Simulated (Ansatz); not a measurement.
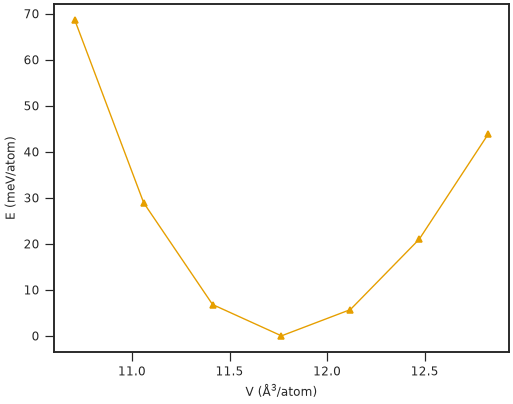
Fig. 1. Cr (bcc (W type), Im-3m) under volume change, plane-wave PAW PBE (Ansatz code), scaled uniformly.

**Question.** What does a third-order Birch–Murnaghan fit give for V₀, B₀ and B′?

**Answer.** V₀ = 11.77 Å³/atom, B₀ = 182 GPa, B′ = 6.3.

The PBE relaxation kept the symmetry of its start, as lowered by the spin order. Spin order of the final state: antiferromagnetic, chosen from 4 collinear starts compared on coarse meshes (ties went to the first, and starts can fall back to one state), not a proven ground state. Textbook magnetic order: a spin-density-wave antiferromagnet.

Potentials: the earlier of the program's two PAW sets.
